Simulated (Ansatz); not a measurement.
What Al → Bi does to AlP

Take AlP in the zinc blende structure (space group F-43m, No. 216; a = 5.470 Å) as the base.

Perturbation: full substitution Al → Bi; the structure is relaxed again.

All numbers come from plane-wave PAW DFT at the PBEsol level (Ansatz, a first-principles code, 420 eV), no spin-orbit coupling, earlier PAW set. Γ-centred 13×13×13 mesh, Fermi–Dirac width 0.05 eV, for the changed cell.

```
quantity                    base          changed        shift
---------------  ---------------  ---------------  -----------
volume per atom         20.46 Å³         32.87 Å³    +12.41 Å³
density               2.35 g/cm³       6.06 g/cm³  +3.71 g/cm³
space group      F-43m (No. 216)  F-43m (No. 216)            –
band gap                 1.45 eV             zero            –
```

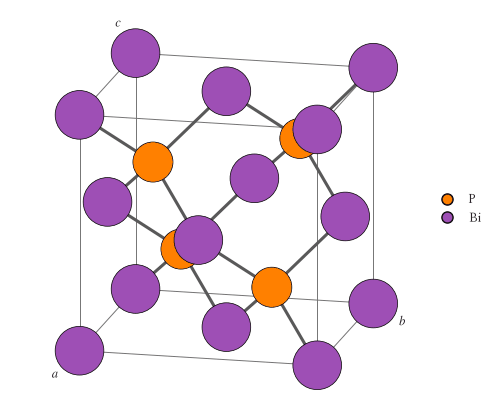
Fig. 1. The relaxed conventional cell after the change

Cost of the whole job for the changed cell (relaxation, final SCF and bands): around 90 core-seconds (rough).

Whether these cells are dynamically stable was not tested. As relaxed here, BiP is a hypothetical phase, not in the database extracts checked. All final runs are without spin polarisation.
